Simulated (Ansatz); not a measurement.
Run report: BNH$_{4}$Cl$_{2}$O, molecular dynamics (part 1 of 4)

System: BNH$_{4}$Cl$_{2}$O.
Method: RKS PBE0/def2-SVP (Ansatz 0.2.0).

It belongs to a series of runs on one base structure; here: dynamics from the highest image of the converged band.

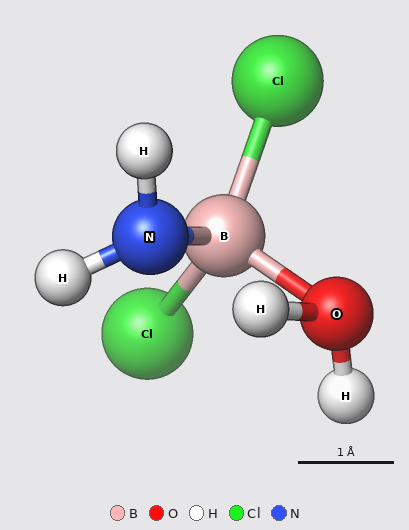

*The starting structure (ball-and-stick view, seen at a tilt).*

## The input
```yaml
crystal:
  periodic: [false, false, false]
  atoms:
    - { symbol: B, position_ang: [0.174642, 0.390023, 0.16305] }
    - { symbol: O, position_ang: [-0.090655, -0.208677, 1.59589] }
    - { symbol: H, position_ang: [-0.981704, -0.57858, 1.665073] }
    - { symbol: Cl, position_ang: [1.667444, -0.326988, -0.562373] }
    - { symbol: Cl, position_ang: [-1.355721, 0.221925, -0.828221] }
    - { symbol: "N", position_ang: [0.350715, 1.811572, 0.743735] }
    - { symbol: H, position_ang: [1.299932, 2.177014, 0.707814] }
    - { symbol: H, position_ang: [-0.298885, 2.506708, 0.384224] }
    - { symbol: H, position_ang: [-0.013768, 0.929404, 1.762811] }
basis:
  gaussian: { orbitals: def2-SVP }
hamiltonian:
  xc: pbe0
md:
  timestep: 0.5
  n_steps: 200
  ensemble: nve
  temperature: 300.0
  initial_velocities: maxwell_boltzmann
  seed: 7857
```

Run on 2 threads of AMD EPYC (Zen 3), 32 GiB of memory available, shared host.

Run as:
```bash
ansatz run input.yaml --threads 2 --pin off --max-ram 3072MiB --backend cpu --events-out ev --progress --plain --runs-dir out
```

## Log
```
Engine: ansatz 0.2.0, x86_64-unknown-linux-gnu
Functional definition: PBE0
  parameter a = 0.25
  parameter kappa = 0.804
  parameter beta = 0.06672455060314922
  exchange = (1 - a)*pbe_x(kappa = kappa, mu = beta*pi^2/3) + a*exact_x
  correlation = pbe_c(beta = beta)
1039 factors; integrals over basis functions are off by at most 3.6e-4 eV
mean field evaluation 1: about -29297.8251 eV, gradient 5.4e1 eV
mean field evaluation 2: about -29294.3296 eV, gradient 6.8e1 eV
mean field evaluation 4: about -29303.1297 eV, gradient 1.7e0 eV
mean field evaluation 8: about -29303.1954 eV, gradient 2.6e-1 eV
mean field evaluation 16: about -29303.1955 eV, gradient 2.2e-5 eV
mean field -29303.19552907 eV, -1076.8725732738 hartree, gradient 2.2e-5 eV, S^2 0.000000; 0 other end points of the search recorded, 0 dependent functions left out
the calculation of the forces begins
reference -29303.19555041 eV, -1076.8725740581 hartree; 29, 29 occupied and 69, 69 virtual orbitals, 1039 factors
md step     0: t =     0.00 fs  T =   300.0 K  F+E_penalty+E_count = -29303.19552907 eV  E_kin = 0.271446 eV  conserved = -29302.92408307 eV  (27 SCF iters)
these checks for a lower state are left out or cut short: starts, cluster_reference, orbital_swaps, neighbouring_geometries, increment
1039 factors; integrals over basis functions are off by at most 3.8e-4 eV
mean field -29303.18198871 eV, -1076.8720756750 hartree, gradient 1.0e-5 eV, S^2 0.000000; 0 other end points of the search recorded, 0 dependent functions left out
the calculation of the forces begins
reference -29303.18201019 eV, -1076.8720764644 hartree; 29, 29 occupied and 69, 69 virtual orbitals, 1039 factors
md step     1: t =     0.50 fs  T =   285.6 K  F+E_penalty+E_count = -29303.18198871 eV  E_kin = 0.258421 eV  conserved = -29302.92356741 eV  (31 SCF iters)
[... from here on the SCF iterations and repeated set-up lines of each step are left out, up to the last step ...]
md step     2: t =     1.00 fs  T =   248.8 K  F+E_penalty+E_count = -29303.14782379 eV  E_kin = 0.225157 eV  conserved = -29302.92266644 eV  (30 SCF iters)
md step     3: t =     1.50 fs  T =   204.3 K  F+E_penalty+E_count = -29303.10661326 eV  E_kin = 0.184854 eV  conserved = -29302.92175927 eV  (31 SCF iters)
md step     4: t =     2.00 fs  T =   167.2 K  F+E_penalty+E_count = -29303.07239594 eV  E_kin = 0.151264 eV  conserved = -29302.92113149 eV  (32 SCF iters)
md step     5: t =     2.50 fs  T =   148.2 K  F+E_penalty+E_count = -29303.05503449 eV  E_kin = 0.134102 eV  conserved = -29302.92093222 eV  (25 SCF iters)
md step     6: t =     3.00 fs  T =   150.9 K  F+E_penalty+E_count = -29303.05771433 eV  E_kin = 0.136540 eV  conserved = -29302.92117471 eV  (24 SCF iters)
md step     7: t =     3.50 fs  T =   171.2 K  F+E_penalty+E_count = -29303.07664347 eV  E_kin = 0.154875 eV  conserved = -29302.92176798 eV  (32 SCF iters)
md step     8: t =     4.00 fs  T =   198.9 K  F+E_penalty+E_count = -29303.10250752 eV  E_kin = 0.179956 eV  conserved = -29302.92255198 eV  (32 SCF iters)
md step     9: t =     4.50 fs  T =   220.9 K  F+E_penalty+E_count = -29303.12314841 eV  E_kin = 0.199844 eV  conserved = -29302.92330469 eV  (32 SCF iters)
md step    10: t =     5.00 fs  T =   225.0 K  F+E_penalty+E_count = -29303.12727656 eV  E_kin = 0.203543 eV  conserved = -29302.92373404 eV  (32 SCF iters)
md step    11: t =     5.50 fs  T =   205.1 K  F+E_penalty+E_count = -29303.10912433 eV  E_kin = 0.185586 eV  conserved = -29302.92353792 eV  (31 SCF iters)
md step    12: t =     6.00 fs  T =   166.1 K  F+E_penalty+E_count = -29303.07288729 eV  E_kin = 0.150275 eV  conserved = -29302.92261179 eV  (32 SCF iters)
md step    13: t =     6.50 fs  T =   124.3 K  F+E_penalty+E_count = -29303.03376070 eV  E_kin = 0.112442 eV  conserved = -29302.92131868 eV  (31 SCF iters)
md step    14: t =     7.00 fs  T =   101.1 K  F+E_penalty+E_count = -29303.01191413 eV  E_kin = 0.091452 eV  conserved = -29302.92046240 eV  (32 SCF iters)
md step    15: t =     7.50 fs  T =   110.2 K  F+E_penalty+E_count = -29303.02038405 eV  E_kin = 0.099679 eV  conserved = -29302.92070464 eV  (31 SCF iters)
md step    16: t =     8.00 fs  T =   147.6 K  F+E_penalty+E_count = -29303.05548305 eV  E_kin = 0.133571 eV  conserved = -29302.92191241 eV  (31 SCF iters)
md step    17: t =     8.50 fs  T =   194.0 K  F+E_penalty+E_count = -29303.09879471 eV  E_kin = 0.175537 eV  conserved = -29302.92325762 eV  (27 SCF iters)
md step    18: t =     9.00 fs  T =   227.0 K  F+E_penalty+E_count = -29303.12933419 eV  E_kin = 0.205377 eV  conserved = -29302.92395721 eV  (31 SCF iters)
md step    19: t =     9.50 fs  T =   233.9 K  F+E_penalty+E_count = -29303.13545595 eV  E_kin = 0.211671 eV  conserved = -29302.92378472 eV  (31 SCF iters)
md step    20: t =    10.00 fs  T =   216.4 K  F+E_penalty+E_count = -29303.11880345 eV  E_kin = 0.195796 eV  conserved = -29302.92300708 eV  (31 SCF iters)
md step    21: t =    10.50 fs  T =   186.4 K  F+E_penalty+E_count = -29303.09068736 eV  E_kin = 0.168622 eV  conserved = -29302.92206515 eV  (31 SCF iters)
md step    22: t =    11.00 fs  T =   159.3 K  F+E_penalty+E_count = -29303.06543103 eV  E_kin = 0.144107 eV  conserved = -29302.92132364 eV  (32 SCF iters)
md step    23: t =    11.50 fs  T =   147.7 K  F+E_penalty+E_count = -29303.05458947 eV  E_kin = 0.133617 eV  conserved = -29302.92097237 eV  (32 SCF iters)
md step    24: t =    12.00 fs  T =   157.7 K  F+E_penalty+E_count = -29303.06375567 eV  E_kin = 0.142714 eV  conserved = -29302.92104209 eV  (25 SCF iters)
md step    25: t =    12.50 fs  T =   188.3 K  F+E_penalty+E_count = -29303.09187801 eV  E_kin = 0.170407 eV  conserved = -29302.92147058 eV  (31 SCF iters)
md step    26: t =    13.00 fs  T =   232.1 K  F+E_penalty+E_count = -29303.13217662 eV  E_kin = 0.210023 eV  conserved = -29302.92215341 eV  (31 SCF iters)
md step    27: t =    13.50 fs  T =   277.4 K  F+E_penalty+E_count = -29303.17389721 eV  E_kin = 0.250953 eV  conserved = -29302.92294430 eV  (31 SCF iters)
md step    28: t =    14.00 fs  T =   310.8 K  F+E_penalty+E_count = -29303.20484734 eV  E_kin = 0.281231 eV  conserved = -29302.92361676 eV  (31 SCF iters)
md step    29: t =    14.50 fs  T =   321.9 K  F+E_penalty+E_count = -29303.21514661 eV  E_kin = 0.291290 eV  conserved = -29302.92385706 eV  (31 SCF iters)
md step    30: t =    15.00 fs  T =   308.0 K  F+E_penalty+E_count = -29303.20205788 eV  E_kin = 0.278668 eV  conserved = -29302.92338987 eV  (31 SCF iters)
md step    31: t =    15.50 fs  T =   278.0 K  F+E_penalty+E_count = -29303.17382272 eV  E_kin = 0.251564 eV  conserved = -29302.92225840 eV  (31 SCF iters)
md step    32: t =    16.00 fs  T =   251.3 K  F+E_penalty+E_count = -29303.14841134 eV  E_kin = 0.227374 eV  conserved = -29302.92103720 eV  (31 SCF iters)
md step    33: t =    16.50 fs  T =   247.6 K  F+E_penalty+E_count = -29303.14456019 eV  E_kin = 0.223996 eV  conserved = -29302.92056415 eV  (31 SCF iters)
md step    34: t =    17.00 fs  T =   274.3 K  F+E_penalty+E_count = -29303.16943323 eV  E_kin = 0.248215 eV  conserved = -29302.92121810 eV  (31 SCF iters)
md step    35: t =    17.50 fs  T =   321.2 K  F+E_penalty+E_count = -29303.21317872 eV  E_kin = 0.290648 eV  conserved = -29302.92253055 eV  (28 SCF iters)
md step    36: t =    18.00 fs  T =   367.0 K  F+E_penalty+E_count = -29303.25571795 eV  E_kin = 0.332071 eV  conserved = -29302.92364655 eV  (31 SCF iters)
md step    37: t =    18.50 fs  T =   392.7 K  F+E_penalty+E_count = -29303.27940106 eV  E_kin = 0.355367 eV  conserved = -29302.92403447 eV  (31 SCF iters)
md step    38: t =    19.00 fs  T =   390.9 K  F+E_penalty+E_count = -29303.27736244 eV  E_kin = 0.353657 eV  conserved = -29302.92370568 eV  (31 SCF iters)
md step    39: t =    19.50 fs  T =   365.7 K  F+E_penalty+E_count = -29303.25390913 eV  E_kin = 0.330933 eV  conserved = -29302.92297595 eV  (31 SCF iters)
md step    40: t =    20.00 fs  T =   329.2 K  F+E_penalty+E_count = -29303.22000666 eV  E_kin = 0.297831 eV  conserved = -29302.92217557 eV  (31 SCF iters)
md step    41: t =    20.50 fs  T =   294.7 K  F+E_penalty+E_count = -29303.18813403 eV  E_kin = 0.266607 eV  conserved = -29302.92152713 eV  (31 SCF iters)
md step    42: t =    21.00 fs  T =   273.4 K  F+E_penalty+E_count = -29303.16856249 eV  E_kin = 0.247398 eV  conserved = -29302.92116497 eV  (31 SCF iters)
md step    43: t =    21.50 fs  T =   271.7 K  F+E_penalty+E_count = -29303.16701333 eV  E_kin = 0.245833 eV  conserved = -29302.92118019 eV  (31 SCF iters)
md step    44: t =    22.00 fs  T =   289.1 K  F+E_penalty+E_count = -29303.18317307 eV  E_kin = 0.261564 eV  conserved = -29302.92160927 eV  (31 SCF iters)
md step    45: t =    22.50 fs  T =   318.1 K  F+E_penalty+E_count = -29303.21024029 eV  E_kin = 0.287861 eV  conserved = -29302.92237935 eV  (31 SCF iters)
md step    46: t =    23.00 fs  T =   345.9 K  F+E_penalty+E_count = -29303.23627205 eV  E_kin = 0.313006 eV  conserved = -29302.92326595 eV  (30 SCF iters)
md step    47: t =    23.50 fs  T =   358.1 K  F+E_penalty+E_count = -29303.24788875 eV  E_kin = 0.323982 eV  conserved = -29302.92390627 eV  (31 SCF iters)
md step    48: t =    24.00 fs  T =   344.9 K  F+E_penalty+E_count = -29303.23599739 eV  E_kin = 0.312093 eV  conserved = -29302.92390436 eV  (31 SCF iters)
md step    49: t =    24.50 fs  T =   308.0 K  F+E_penalty+E_count = -29303.20172233 eV  E_kin = 0.278655 eV  conserved = -29302.92306782 eV  (31 SCF iters)
md step    50: t =    25.00 fs  T =   262.1 K  F+E_penalty+E_count = -29303.15885390 eV  E_kin = 0.237155 eV  conserved = -29302.92169901 eV  (30 SCF iters)
md step    51: t =    25.50 fs  T =   230.1 K  F+E_penalty+E_count = -29303.12876165 eV  E_kin = 0.208159 eV  conserved = -29302.92060225 eV  (31 SCF iters)
md step    52: t =    26.00 fs  T =   229.5 K  F+E_penalty+E_count = -29303.12822216 eV  E_kin = 0.207692 eV  conserved = -29302.92052993 eV  (32 SCF iters)
md step    53: t =    26.50 fs  T =   261.8 K  F+E_penalty+E_count = -29303.15838532 eV  E_kin = 0.236883 eV  conserved = -29302.92150218 eV  (31 SCF iters)
md step    54: t =    27.00 fs  T =   311.2 K  F+E_penalty+E_count = -29303.20441521 eV  E_kin = 0.281597 eV  conserved = -29302.92281851 eV  (28 SCF iters)
md step    55: t =    27.50 fs  T =   355.8 K  F+E_penalty+E_count = -29303.24570139 eV  E_kin = 0.321980 eV  conserved = -29302.92372132 eV  (30 SCF iters)
md step    56: t =    28.00 fs  T =   379.6 K  F+E_penalty+E_count = -29303.26736174 eV  E_kin = 0.343460 eV  conserved = -29302.92390218 eV  (29 SCF iters)
md step    57: t =    28.50 fs  T =   378.0 K  F+E_penalty+E_count = -29303.26548394 eV  E_kin = 0.342009 eV  conserved = -29302.92347464 eV  (30 SCF iters)
md step    58: t =    29.00 fs  T =   357.2 K  F+E_penalty+E_count = -29303.24590906 eV  E_kin = 0.323192 eV  conserved = -29302.92271736 eV  (30 SCF iters)
md step    59: t =    29.50 fs  T =   329.5 K  F+E_penalty+E_count = -29303.22008094 eV  E_kin = 0.298172 eV  conserved = -29302.92190889 eV  (30 SCF iters)
md step    60: t =    30.00 fs  T =   308.6 K  F+E_penalty+E_count = -29303.20054906 eV  E_kin = 0.279254 eV  conserved = -29302.92129530 eV  (30 SCF iters)
md step    61: t =    30.50 fs  T =   304.8 K  F+E_penalty+E_count = -29303.19689888 eV  E_kin = 0.275822 eV  conserved = -29302.92107654 eV  (30 SCF iters)
md step    62: t =    31.00 fs  T =   321.8 K  F+E_penalty+E_count = -29303.21252071 eV  E_kin = 0.291172 eV  conserved = -29302.92134826 eV  (30 SCF iters)
md step    63: t =    31.50 fs  T =   354.9 K  F+E_penalty+E_count = -29303.24312395 eV  E_kin = 0.321076 eV  conserved = -29302.92204746 eV  (30 SCF iters)
md step    64: t =    32.00 fs  T =   392.1 K  F+E_penalty+E_count = -29303.27777808 eV  E_kin = 0.354817 eV  conserved = -29302.92296130 eV  (30 SCF iters)
md step    65: t =    32.50 fs  T =   418.4 K  F+E_penalty+E_count = -29303.30236899 eV  E_kin = 0.378595 eV  conserved = -29302.92377390 eV  (30 SCF iters)
md step    66: t =    33.00 fs  T =   420.6 K  F+E_penalty+E_count = -29303.30470488 eV  E_kin = 0.380583 eV  conserved = -29302.92412232 eV  (29 SCF iters)
md step    67: t =    33.50 fs  T =   394.0 K  F+E_penalty+E_count = -29303.28019632 eV  E_kin = 0.356480 eV  conserved = -29302.92371620 eV  (30 SCF iters)
md step    68: t =    34.00 fs  T =   346.4 K  F+E_penalty+E_count = -29303.23604251 eV  E_kin = 0.313465 eV  conserved = -29302.92257779 eV  (30 SCF iters)
md step    69: t =    34.50 fs  T =   297.4 K  F+E_penalty+E_count = -29303.19035220 eV  E_kin = 0.269110 eV  conserved = -29302.92124233 eV  (29 SCF iters)
md step    70: t =    35.00 fs  T =   268.7 K  F+E_penalty+E_count = -29303.16370154 eV  E_kin = 0.243159 eV  conserved = -29302.92054280 eV  (31 SCF iters)
md step    71: t =    35.50 fs  T =   271.7 K  F+E_penalty+E_count = -29303.16674218 eV  E_kin = 0.245796 eV  conserved = -29302.92094666 eV  (25 SCF iters)
md step    72: t =    36.00 fs  T =   299.8 K  F+E_penalty+E_count = -29303.19336970 eV  E_kin = 0.271238 eV  conserved = -29302.92213122 eV  (31 SCF iters)
md step    73: t =    36.50 fs  T =   333.8 K  F+E_penalty+E_count = -29303.22538098 eV  E_kin = 0.302066 eV  conserved = -29302.92331547 eV  (27 SCF iters)
md step    74: t =    37.00 fs  T =   353.9 K  F+E_penalty+E_count = -29303.24407520 eV  E_kin = 0.320183 eV  conserved = -29302.92389207 eV  (30 SCF iters)
md step    75: t =    37.50 fs  T =   349.3 K  F+E_penalty+E_count = -29303.23973507 eV  E_kin = 0.316030 eV  conserved = -29302.92370502 eV  (29 SCF iters)
md step    76: t =    38.00 fs  T =   322.2 K  F+E_penalty+E_count = -29303.21447980 eV  E_kin = 0.291528 eV  conserved = -29302.92295141 eV  (29 SCF iters)
md step    77: t =    38.50 fs  T =   284.6 K  F+E_penalty+E_count = -29303.17949682 eV  E_kin = 0.257500 eV  conserved = -29302.92199645 eV  (30 SCF iters)
md step    78: t =    39.00 fs  T =   252.2 K  F+E_penalty+E_count = -29303.14940204 eV  E_kin = 0.228181 eV  conserved = -29302.92122154 eV  (31 SCF iters)
md step    79: t =    39.50 fs  T =   238.0 K  F+E_penalty+E_count = -29303.13622766 eV  E_kin = 0.215336 eV  conserved = -29302.92089208 eV  (25 SCF iters)
md step    80: t =    40.00 fs  T =   247.7 K  F+E_penalty+E_count = -29303.14517988 eV  E_kin = 0.224105 eV  conserved = -29302.92107486 eV  (25 SCF iters)
md step    81: t =    40.50 fs  T =   278.3 K  F+E_penalty+E_count = -29303.17345365 eV  E_kin = 0.251789 eV  conserved = -29302.92166440 eV  (31 SCF iters)
md step    82: t =    41.00 fs  T =   319.8 K  F+E_penalty+E_count = -29303.21179306 eV  E_kin = 0.289318 eV  conserved = -29302.92247552 eV  (30 SCF iters)
md step    83: t =    41.50 fs  T =   358.3 K  F+E_penalty+E_count = -29303.24748364 eV  E_kin = 0.324189 eV  conserved = -29302.92329454 eV  (30 SCF iters)
md step    84: t =    42.00 fs  T =   380.3 K  F+E_penalty+E_count = -29303.26795400 eV  E_kin = 0.344095 eV  conserved = -29302.92385890 eV  (30 SCF iters)
md step    85: t =    42.50 fs  T =   377.1 K  F+E_penalty+E_count = -29303.26507036 eV  E_kin = 0.341205 eV  conserved = -29302.92386513 eV  (29 SCF iters)
md step    86: t =    43.00 fs  T =   349.9 K  F+E_penalty+E_count = -29303.23970270 eV  E_kin = 0.316566 eV  conserved = -29302.92313690 eV  (29 SCF iters)
md step    87: t =    43.50 fs  T =   311.7 K  F+E_penalty+E_count = -29303.20392775 eV  E_kin = 0.282018 eV  conserved = -29302.92191011 eV  (30 SCF iters)
md step    88: t =    44.00 fs  T =   282.9 K  F+E_penalty+E_count = -29303.17691574 eV  E_kin = 0.256016 eV  conserved = -29302.92089982 eV  (30 SCF iters)
md step    89: t =    44.50 fs  T =   279.9 K  F+E_penalty+E_count = -29303.17407529 eV  E_kin = 0.253246 eV  conserved = -29302.92082933 eV  (30 SCF iters)
md step    90: t =    45.00 fs  T =   303.6 K  F+E_penalty+E_count = -29303.19647340 eV  E_kin = 0.274700 eV  conserved = -29302.92177336 eV  (30 SCF iters)
md step    91: t =    45.50 fs  T =   339.0 K  F+E_penalty+E_count = -29303.22977850 eV  E_kin = 0.306698 eV  conserved = -29302.92308051 eV  (30 SCF iters)
md step    92: t =    46.00 fs  T =   364.6 K  F+E_penalty+E_count = -29303.25383186 eV  E_kin = 0.329882 eV  conserved = -29302.92394986 eV  (27 SCF iters)
md step    93: t =    46.50 fs  T =   365.6 K  F+E_penalty+E_count = -29303.25474157 eV  E_kin = 0.330760 eV  conserved = -29302.92398126 eV  (29 SCF iters)
md step    94: t =    47.00 fs  T =   340.4 K  F+E_penalty+E_count = -29303.23129041 eV  E_kin = 0.308000 eV  conserved = -29302.92329062 eV  (30 SCF iters)
md step    95: t =    47.50 fs  T =   299.8 K  F+E_penalty+E_count = -29303.19353016 eV  E_kin = 0.271224 eV  conserved = -29302.92230660 eV  (29 SCF iters)
md step    96: t =    48.00 fs  T =   259.6 K  F+E_penalty+E_count = -29303.15638744 eV  E_kin = 0.234904 eV  conserved = -29302.92148296 eV  (30 SCF iters)
md step    97: t =    48.50 fs  T =   233.8 K  F+E_penalty+E_count = -29303.13265619 eV  E_kin = 0.211574 eV  conserved = -29302.92108253 eV  (31 SCF iters)
md step    98: t =    49.00 fs  T =   229.4 K  F+E_penalty+E_count = -29303.12872770 eV  E_kin = 0.207594 eV  conserved = -29302.92113387 eV  (31 SCF iters)
md step    99: t =    49.50 fs  T =   245.7 K  F+E_penalty+E_count = -29303.14388088 eV  E_kin = 0.222347 eV  conserved = -29302.92153365 eV  (31 SCF iters)
md step   100: t =    50.00 fs  T =   275.9 K  F+E_penalty+E_count = -29303.17176142 eV  E_kin = 0.249604 eV  conserved = -29302.92215769 eV  (32 SCF iters)
md step   101: t =    50.50 fs  T =   309.0 K  F+E_penalty+E_count = -29303.20244208 eV  E_kin = 0.279569 eV  conserved = -29302.92287292 eV  (30 SCF iters)
md step   102: t =    51.00 fs  T =   333.0 K  F+E_penalty+E_count = -29303.22479510 eV  E_kin = 0.301323 eV  conserved = -29302.92347204 eV  (30 SCF iters)
md step   103: t =    51.50 fs  T =   338.5 K  F+E_penalty+E_count = -29303.22994455 eV  E_kin = 0.306289 eV  conserved = -29302.92365510 eV  (30 SCF iters)
md step   104: t =    52.00 fs  T =   323.4 K  F+E_penalty+E_count = -29303.21583538 eV  E_kin = 0.292659 eV  conserved = -29302.92317606 eV  (30 SCF iters)
md step   105: t =    52.50 fs  T =   296.7 K  F+E_penalty+E_count = -29303.19057558 eV  E_kin = 0.268439 eV  conserved = -29302.92213653 eV  (31 SCF iters)
md step   106: t =    53.00 fs  T =   275.5 K  F+E_penalty+E_count = -29303.17038768 eV  E_kin = 0.249255 eV  conserved = -29302.92113225 eV  (31 SCF iters)
md step   107: t =    53.50 fs  T =   275.9 K  F+E_penalty+E_count = -29303.17050915 eV  E_kin = 0.249612 eV  conserved = -29302.92089721 eV  (30 SCF iters)
md step   108: t =    54.00 fs  T =   301.5 K  F+E_penalty+E_count = -29303.19447498 eV  E_kin = 0.272834 eV  conserved = -29302.92164109 eV  (30 SCF iters)
```
